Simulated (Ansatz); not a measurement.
**Fields on a plane of SnSe2 (CdI2 type)**

```
SnSe2
1.0
    3.84030     0.00000     0.00000
   -1.92015     3.32580     0.00000
    0.00000     0.00000     6.00399
Sn Se
1 2
Cartesian
  0.00000   0.00000   0.00000
  0.00000   2.21720   1.59336
  1.92015   1.10860   4.41063
```

The slice is a (1 -1 0 0) plane (indices of the conventional cell) through the point (0.333, 0.667, 0.265) (fractional), spanned by u = [110] and v = [001] in vectors of this cell: u (3.84 Å) and v (6.00 Å, at 90° to u). It covers one period; positions are fractions (u, v).

Atoms on it: Se at (0.00, 0.00).

The numbers are results of PBE-D3(BJ) (plane waves to 420 eV, PAW, scalar-relativistic; Ansatz, an electronic-structure program), not measurements. k mesh 10×10×6. Near the nuclei the fields are pseudised (PAW); where an atom keeps semicore shells as valence, they peak there. SnSe2 was relaxed with its symmetry unable to fall. The PAW data are Ansatz's earlier set.

```
|9988775544333322221111112222333344557788|
|8877665544333322221111112222333344556677|
|6655554444333322222222222222333344445555|
|4444444433333322222222222222333333444444|
|4444333333332222222222222222223333333344|
|3333333322222222222222222222222222333333|
|2222222222222222222233222222222222222222|
|2222222222222222223333332222222222222222|
|1111111111222222333333333322222211111111|
|1111111111222222333333333322222211111111|
|0000001111222222333333333322222211110000|
|0000001111222222333333333322222211110000|
|0000001111222222333333333322222211110000|
|0000001111222222333333333322222211110000|
|0000001111222233333333333333222211110000|
|0000001111222233333333333333222211110000|
|0000000011222222333333333322222211000000|
|0000000011112222333333333322221111000000|
|0000000011112222223333332222221111000000|
|0000000011111122222222222222111111000000|
|0000000000111111222222222211111100000000|
|0000000000001111111111111111110000000000|
|1111000000000011111111111111000000000011|
|1111111111000000000000000000000011111111|
|2222222211111100000000000000111111222222|
|3333332222111100000000000000111122223333|
|4444333322221111000000000011112222333344|
|4444444433222211000000000011222233444444|
|6655554433332211110000001111223333445555|
|8877665544332222111100111122223344556677|
|9988775544333322111111111122333344557788|
|9999775544443322111111111122334444557799|
```
Scale: ten equal steps from -1.60 (start of '0') to 1.81 (end of '9'), in the order '0123456789'. Values: log₁₀ of the valence density in e/Å³. The map has 20 points along u (two characters each, u = 0 at the left) and 32 along v (v = 0 in the bottom row). The scale is logarithmic, as a density can span decades between atoms and voids.

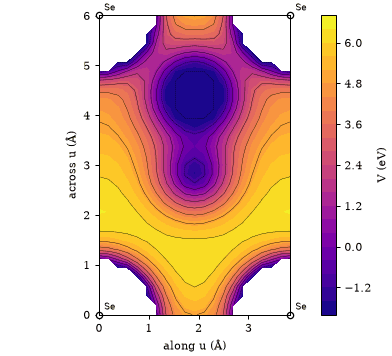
Fig. 1. Electrostatic potential energy of an electron, from the cell's mean, in eV, one period of the plane, atoms marked. Points within 1 Å of a nucleus are left white, as the pseudised field means little there. Values under -2 eV are set to -2. The zero, the cell's mean, hangs on the PAW cores.
